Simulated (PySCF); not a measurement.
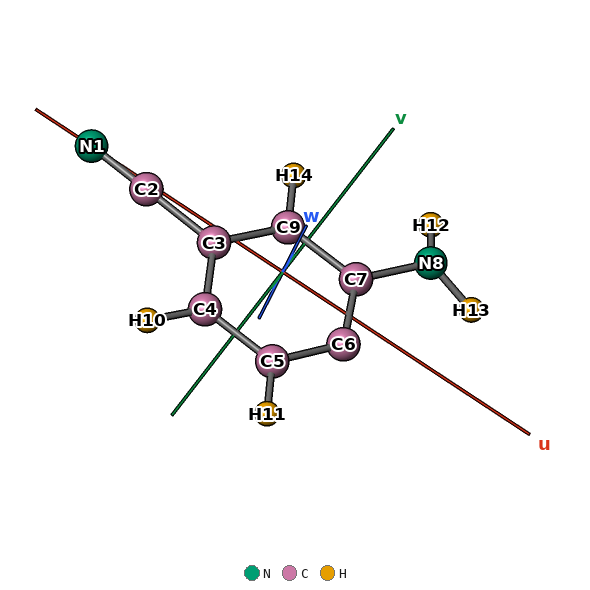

The lines u, v and w are the principal axes of the g tensor. State: neutral, doublet. Computed geometry: GFN2-xTB optimisation. No frequency run is at hand to confirm it as a minimum. Level of theory: UKS B3LYP, pcH-1 on C H N, non-relativistic, mean-field spin-orbit, GIAO (PySCF 2.14.0).

**Along which axis does g lie farthest from the free-electron value?**

Along w: the shift is 598 ppm.

Give the principal values and shifts.

```tsv
axis	g	shift (ppm)
u	2.00210	−217
v	2.00182	−500
w	2.00292	598
```
